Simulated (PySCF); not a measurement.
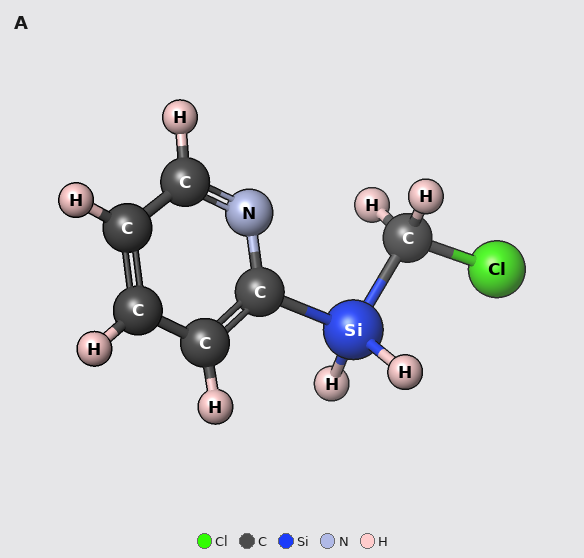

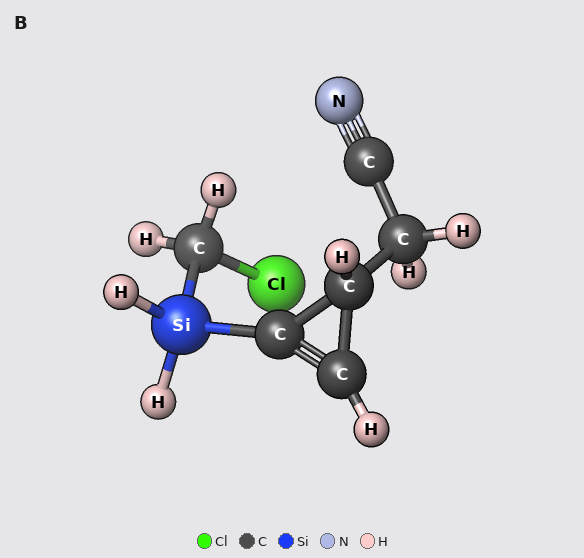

2 stationary structures of one formula. Geometries: GFN2-xTB. Electronic energies: PBE0/pcSseg-1 (PySCF 2.14.0), without zero-point energy. No frequency run is at hand to confirm each as a minimum. Each is one conformer, not always the lowest.

### Which is lowest in energy, and by how much?

A is lowest; B lies 2.528 eV above it. A is `ClC[SiH2]c1ccccn1`, B is `N#CC[C@@H]1C=C1[SiH2]CCl`.

The geometry is semi-empirical. Around Si such bond lengths and angles can be off by a tenth of an ångström or more and by several degrees, and values that hang on the shape move with them.
